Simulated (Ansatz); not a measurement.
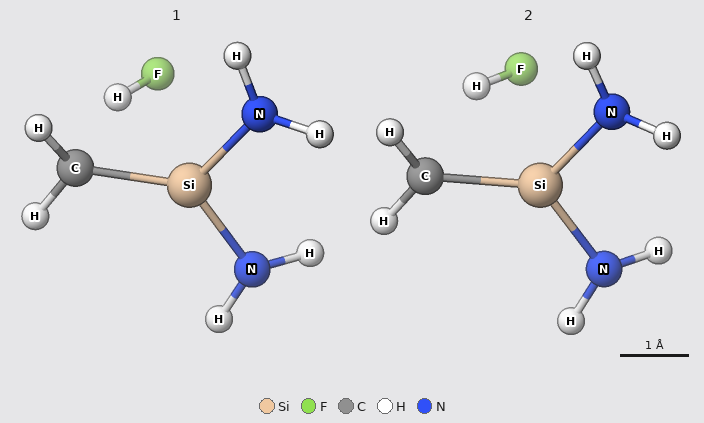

Two geometries of CH$_{7}$FN$_{2}$Si, drawn at one scale. One is the start of a relaxation, the other its converged end. Style: ball-and-stick. Shown from a free direction.

Computed with RKS B3LYP/cc-pVDZ (Ansatz 0.2.0). Set-up: no spin polarisation; force threshold 0.03 eV/Å; at most 50 steps.

Question: Which geometry has the lower energy?

Answer: Structure 1 is the relaxed one. The run prepares an end point of a later path (reaction) calculation, from a guessed geometry. After 8 accepted moves (11 points after the start) the energy has fallen by 2.52 kcal/mol. The largest force component goes from 1.2 to 0.015 eV/Å. The line search rejected the trial steps at points 2, 4, 10 of the run. The largest move after the best rigid fit is that of an H atom, 0.28 Å. Largest moves by element: H 0.28 Å, F 0.21 Å, C 0.19 Å, N 0.07 Å, Si 0.02 Å. Among the contacts that change: F–H 0.921 → 0.970 Å, C–Si 1.716 → 1.725 Å, N–Si 1.723 → 1.716 Å. Bond angles that change, for instance: Si–N–H 119.6° → 122.6°, Si–N–H 119.8° → 121.8°.

Limits of the set-up: the start holds two separate molecules, 2.4 Å apart at their closest, whose relative position is a soft coordinate and is computed without a dispersion correction.
